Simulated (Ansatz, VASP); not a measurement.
# Te: VASP beside Ansatz

One calculation is typed for both programs; each brings its own data sets and cutoff. How far apart do they land?

Calculated with Ansatz 0.2.0; plane waves, with VASP 6.6.1 beside it; band structure at HSE06, spin-orbit coupling.

## (1) Set-up

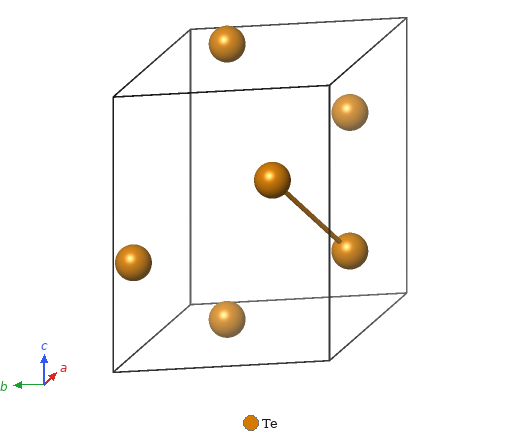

The starting structure, seen from a free direction (tellurium orange). Bonds to atoms that aren't drawn are left out. Some periodic images of atoms are drawn too.

## (2) VASP: band structure, HSE06, spin-orbit coupling

Levels along a path test the potential and the projectors away from the mesh points.

Lines of VASP's logs that name or quote its potential files are left out, and so is its time.

The input, INCAR:

```
SYSTEM = Te
PREC = Accurate
ENCUT = 400
EDIFF = 1E-06
NELM = 100
ISMEAR = 0
SIGMA = 0.02
LREAL = .FALSE.
ALGO = Normal
LHFCALC = .TRUE.
AEXX = 0.25
GGA = PE
HFSCREEN = 0.2
LASPH = .TRUE.
LNONCOLLINEAR = .TRUE.
MAGMOM = 0 0 0 0 0 0 0 0 0
NBANDS = 30
GGA_COMPAT = .FALSE.
LSORBIT = .TRUE.
PRECFOCK = Fast
LORBIT = 11
LWAVE = .FALSE.
LCHARG = .FALSE.
KPAR = 4
```

The input, POSCAR:

```
Te
1.0
    4.4572000000      0.0000000000      0.0000000000
   -2.2286000000      3.8600484297      0.0000000000
    0.0000000000      0.0000000000      5.9290000000
Te
3
Direct
    0.2633000000      0.0000000000      0.3333333333
    0.0000000000      0.2633000000      0.6666666667
    0.7367000000      0.7367000000      0.0000000000
```

The input, KPOINTS:

```
Automatic mesh
0
Gamma
4 4 3
0 0 0
```

The input, KPOINTS_OPT:

```
Line mode
6
Line-mode
Reciprocal
  0.00000000   0.00000000   0.00000000 GAMMA
  0.50000000   0.00000000   0.00000000 M

  0.50000000   0.00000000   0.00000000 M
  0.33333333   0.33333333   0.00000000 K

  0.33333333   0.33333333   0.00000000 K
  0.00000000   0.00000000   0.00000000 GAMMA

  0.00000000   0.00000000   0.00000000 GAMMA
  0.00000000   0.00000000   0.50000000 A

  0.00000000   0.00000000   0.50000000 A
  0.50000000   0.00000000   0.50000000 L

  0.50000000   0.00000000   0.50000000 L
  0.33333333   0.33333333   0.50000000 H

  0.33333333   0.33333333   0.50000000 H
  0.00000000   0.00000000   0.50000000 A

  0.50000000   0.00000000   0.50000000 L
  0.50000000   0.00000000   0.00000000 M

  0.33333333   0.33333333   0.00000000 K
  0.33333333   0.33333333   0.50000000 H
```

PAW data sets: Te (PBE family, release 64).

The run is started by

```bash
> mpirun -np 4 vasp_ncl
```

Numbers of over 12 decimals in the logs are rounded to 6 here.

Output:

```text
[banner, memory and clock lines left out]
running    4 mpi-ranks, on    1 nodes
 distrk:  each k-point on    1 cores,    4 groups
 distr:  one band on    1 cores,    1 groups

 POSCAR found type information on POSCAR Te
 POSCAR found :  1 types and       3 ions
 LDA part: xc-table for (Slater+PW92), standard interpolation
 found WAVECAR, reading the header
 POSCAR, INCAR and KPOINTS ok, starting setup
 FFT: planning ... GRIDC
 FFT: planning ... GRID_SOFT
 FFT: planning ... GRID
 reading WAVECAR
 the WAVECAR file was read successfully
 initial charge from wavefunction
 entering main loop
       N       E                     dE             d eps       ncg     rms          rms(c)
DAV:   1    -0.122057321377E+02   -0.12206E+02   -0.25837E+00   666   0.105E+01    0.208E+01
DAV:   2    -0.122228927622E+02   -0.17161E-01   -0.55150E-02   864   0.171E+00    0.138E+01
DAV:   3    -0.122221073658E+02    0.78540E-03   -0.21890E-03   774   0.271E-01    0.878E+00
DAV:   4    -0.122218225637E+02    0.28480E-03   -0.45745E-04   738   0.118E-01    0.537E+00
DAV:   5    -0.122218195841E+02    0.29796E-05   -0.12872E-04   750   0.627E-02    0.326E+00
DAV:   6    -0.122218673964E+02   -0.47812E-04   -0.32357E-05   740   0.324E-02    0.197E+00
DAV:   7    -0.122219089832E+02   -0.41587E-04   -0.91006E-06   762   0.179E-02    0.118E+00
DAV:   8    -0.122219381853E+02   -0.29202E-04   -0.27940E-06   714   0.102E-02    0.709E-01
DAV:   9    -0.122219568611E+02   -0.18676E-04   -0.73435E-07   438   0.569E-03    0.425E-01
DAV:  10    -0.122219690662E+02   -0.12205E-04   -0.44767E-07   408   0.472E-03    0.254E-01
DAV:  11    -0.122219762367E+02   -0.71705E-05   -0.15728E-07   372   0.283E-03    0.151E-01
DAV:  12    -0.122219805533E+02   -0.43167E-05   -0.91577E-08   366   0.207E-03    0.902E-02
DAV:  13    -0.122219831658E+02   -0.26125E-05   -0.50995E-08   366   0.144E-03    0.536E-02
DAV:  14    -0.122219847381E+02   -0.15723E-05   -0.31155E-08   360   0.107E-03    0.318E-02
DAV:  15    -0.122219856829E+02   -0.94473E-06   -0.18546E-08   360   0.756E-04
   1 F= -.12221986E+02 E0= -.12221986E+02  d E =-.822621E-21  mag=    -0.0000    -0.0000    -0.0000
 Start KPOINTS_OPT (optional k-point list driver)
k-point batch [1-11\54]
       N       E                     dE             ncg
DAV:   1     0.798352529128E+03   -0.23709E+04      660
DAV:   2    -0.262560019312E+02   -0.82461E+03      848
DAV:   3    -0.132480635248E+03   -0.10622E+03      778
DAV:   4    -0.136632983781E+03   -0.41523E+01      826
DAV:   5    -0.136706841963E+03   -0.73858E-01      782
DAV:   6    -0.136708657913E+03   -0.18160E-02      864
DAV:   7    -0.136708723737E+03   -0.65823E-04      758
DAV:   8    -0.136708726805E+03   -0.30683E-05      618
DAV:   9    -0.136708726991E+03   -0.18632E-06      450
[...]
k-point batch [45-54\54]
       N       E                     dE             ncg
DAV:   1     0.110301602052E+04   -0.38295E+04      600
DAV:   2     0.381757032006E+03   -0.72126E+03      772
DAV:   3     0.296352183335E+03   -0.85405E+02      726
DAV:   4     0.293118955231E+03   -0.32332E+01      774
DAV:   5     0.293062729793E+03   -0.56225E-01      702
DAV:   6     0.293061540572E+03   -0.11892E-02      758
DAV:   7     0.293061503685E+03   -0.36887E-04      668
DAV:   8     0.293061502074E+03   -0.16116E-05      540
DAV:   9     0.293061501969E+03   -0.10419E-06      402
```

From OUTCAR (step 2):

```text
ion  position               nearest neighbor table
   1  0.263  0.000  0.333-   3 2.84   2 2.84   3 3.49   3 3.49   2 3.49   2 3.49
   2  0.000  0.263  0.667-   3 2.84   1 2.84   3 3.49   3 3.49   1 3.49   1 3.49
   3  0.737  0.737  0.000-   2 2.84   1 2.84   1 3.49   2 3.49   2 3.49   1 3.49

  LATTYP: Found a hexagonal cell.
 ALAT       =     4.4572000000
 C/A-ratio  =     1.3302073050

 Subroutine GETGRP returns: Found  6 space group operations
 (whereof  2 operations were pure point group operations)

The static configuration has the point symmetry C_2 .
 The point group associated with its full space group is D_3 .

 Found     11 irreducible k-points:

   k-points           NKPTS =     11   k-points in BZ     NKDIM =     48   number of bands    NBANDS=     30

   dimension x,y,z NGX =    30 NGY =   30 NGZ =   40
   dimension x,y,z NGXF=    60 NGYF=   60 NGZF=   80

   ENCUT  =  400.0 eV  29.40 Ry    5.42 a.u.   7.27  7.27  9.67*2*pi/ulx,y,z

   NELECT =      18.0000    total number of electrons

 k-points in reciprocal lattice and weights: Automatic mesh
   0.00000000  0.00000000  0.00000000       0.021
   0.25000000  0.00000000  0.00000000       0.125
   0.50000000  0.00000000  0.00000000       0.062
   0.25000000  0.25000000  0.00000000       0.062
  -0.25000000 -0.25000000  0.00000000       0.062
   0.00000000  0.00000000  0.33333333       0.042
   0.25000000  0.00000000  0.33333333       0.125
   0.00000000  0.25000000  0.33333333       0.125
   0.50000000  0.00000000  0.33333333       0.125
   0.25000000  0.25000000  0.33333333       0.125
  -0.25000000 -0.25000000 -0.33333333       0.125

  exchange ACFDT corr.  =         0.00000000  see jH, gK, PRB 81, 115126

 average (electrostatic) potential at core
       1 -85.2521       2 -85.2521       3 -85.2521

 E-fermi :   5.4578

 k-point     1 :       0.0000    0.0000    0.0000
  band No.  band energies     occupation
    ...
     14       3.7039      1.00000
     15       3.7169      1.00000
     16       3.7169      1.00000
     17       4.6686      1.00000
     18       4.6686      1.00000
     19       6.7355      0.00000
     20       6.7355      0.00000
     21       7.3700      0.00000
     22       7.3700      0.00000
     23       7.9791      0.00000
    ...

 k-point     2 :       0.2500    0.0000    0.0000
  band No.  band energies     occupation
    ...
     14       3.8165      1.00000
     15       4.2285      1.00000
     16       4.4830      1.00000
     17       4.5736      1.00000
     18       4.7333      1.00000
     19       6.9289      0.00000
     20       7.0055      0.00000
     21       7.2466      0.00000
     22       7.2878      0.00000
     23       8.1019      0.00000
    ...

 k-point     3 :       0.5000    0.0000    0.0000
  band No.  band energies     occupation
    ...
     14       1.7582      1.00000
     15       4.2913      1.00000
     16       4.2913      1.00000
     17       4.5651      1.00000
     18       4.5651      1.00000
     19       6.9806      0.00000
     20       6.9806      0.00000
     21       7.1256      0.00000
     22       7.1256      0.00000
     23       9.1427      0.00000
    ...

  energy-cutoff  :      400.00
  volume of cell :      102.01
      direct lattice vectors                 reciprocal lattice vectors
     4.457200000  0.000000000  0.000000000     0.224356098  0.129532054  0.000000000
    -2.228600000  3.860048430  0.000000000     0.000000000  0.259064107  0.000000000
     0.000000000  0.000000000  5.929000000     0.000000000  0.000000000  0.168662506

 POSITION                                       TOTAL-FORCE (eV/Angst)
 -----------------------------------------------------------------------------------
      1.17358      0.00000      1.97633        -0.124057      0.000000     -0.000000
     -0.58679      1.01635      3.95267         0.062029     -0.107437      0.000000
      1.64181      2.84370      0.00000         0.062029      0.107437      0.000000
 -----------------------------------------------------------------------------------
    total drift:                                0.000001      0.000002     -0.000001

  FREE ENERGIE OF THE ION-ELECTRON SYSTEM (eV)
  ---------------------------------------------------
  free  energy   TOTEN  =       -12.2219856829 eV

  energy  without entropy=      -12.2219856829  energy(sigma->0) =      -12.22198568

 Spin-Orbit-Coupling matrix elements
 Ion:    1  E_soc:     -0.2192757
 Ion:    2  E_soc:     -0.2192757
 Ion:    3  E_soc:     -0.2192759

 total charge
# of ion       s       p       d       tot
------------------------------------------
    1        1.391   1.938   0.044   3.373
    2        1.391   1.938   0.044   3.373
    3        1.391   1.938   0.044   3.373
--------------------------------------------------
tot          4.174   5.813   0.133  10.120

 magnetization (x)
# of ion       s       p       d       tot
------------------------------------------
    1       -0.000   0.000  -0.000   0.000
    2        0.000  -0.000   0.000  -0.000
    3        0.000  -0.000   0.000  -0.000
--------------------------------------------------
tot         -0.000   0.000   0.000  -0.000

 magnetization (y)
# of ion       s       p       d       tot
------------------------------------------
    1        0.000  -0.000  -0.000  -0.000
    2       -0.000   0.000  -0.000   0.000
    3        0.000  -0.000   0.000  -0.000
--------------------------------------------------
tot          0.000  -0.000  -0.000   0.000

 magnetization (z)
# of ion       s       p       d       tot
------------------------------------------
    1        0.000   0.000  -0.000   0.000
    2        0.000   0.000   0.000   0.000
    3        0.000   0.000  -0.000  -0.000
--------------------------------------------------
tot          0.000   0.000  -0.000   0.000

[... 3 further parts left out ...]
```

(Part 1 of 2 ends here.)

[Lines on the potential files, build, host, timing and source positions are cut from VASP's logs without a mark.]

[Logs are printed without paths, hosts, clocks, repeated set-up lines and the standing remarks that a program may print on its own settings, such as how far it seeks lower states.]

[Hosts, paths, dates, database ids (printed as entryN), source tags and the programs' standing remarks are cut or masked in the printed files.]
